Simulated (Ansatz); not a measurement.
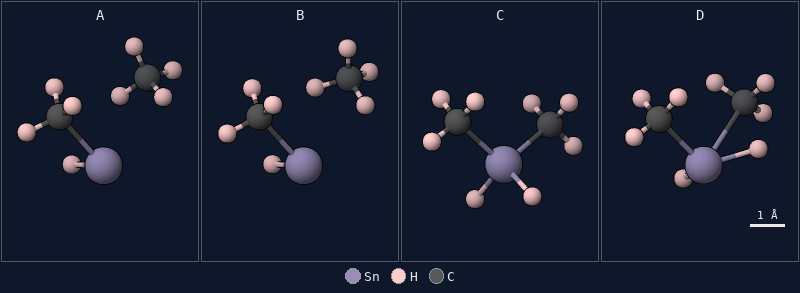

4 geometries from a converged minimum-energy path of C₂H₈Sn, shuffled. The picture is a ball-and-stick view, seen from a free direction.

Theory: Ansatz 0.2.0, RKS PBE0-D4/def2-SVP. Run with 7 movable images; climbing image; force threshold 0.03 eV/Å; iteration limit 60; starting path through a guess of the saddle point.

Which of them lies highest in energy?

Answer. D. In order along the path, whose images run from 0 to 8: C (image 0, 0.00 eV), D (image 3, +2.37 eV), B (image 7, +0.38 eV), A (image 8, +0.38 eV). Breaking: C–Sn (2.15 → 3.22 Å), H–Sn (1.72 → 2.77 Å). Forming: C–H (3.18 → 1.10 Å).
